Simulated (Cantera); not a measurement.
Charge: 1 mol C₃H₆, 3.4 mol H₂O, equilibrated at 2.90 bar.

Cantera equilibrium calculation (NASA polynomials, part measured and part estimated; ideal gas, pure solids and liquids). Candidate condensed phases: C, C₆H₆, C₇H₈, C₈H₁₈, H₂O; 131 gas species. Ions and electrons are included (thermal ionisation). Equilibrium is a limit: real reactors are often held back by kinetics, nucleation or transport.

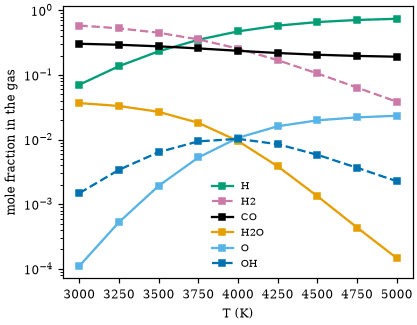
Fig. 1. Equilibrium gas composition (values under 1e-9 drawn at 1e-9)

Read off the mole fractions at 3250 K.

H₂ about 0.53, CO about 0.29, H about 0.14, H₂O about 0.033, OH about 0.0034, O about 0.00053.
